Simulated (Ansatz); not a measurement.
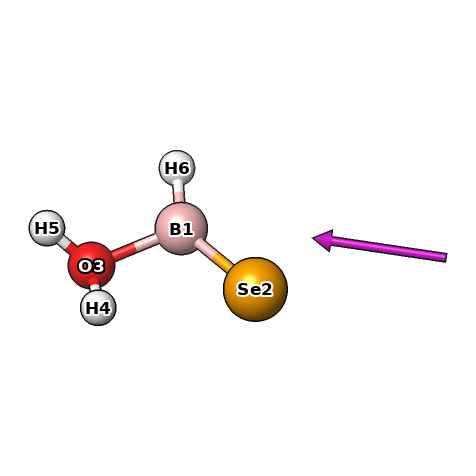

The arrow beside the molecule shows the direction of the dipole moment, from the negative to the positive end (its length means nothing). The geometry was computed by an optimisation with PBE0-D4/def2-TZVP. No frequency run is at hand to confirm it as a minimum. Method: RKS PBE0-D4/def2-TZVP (Ansatz 0.2.0).

Question: How large is the dipole moment?

Answer: 5.89 D; it points from the side of Se2 to the side of H5 (the outermost atoms at the two ends).
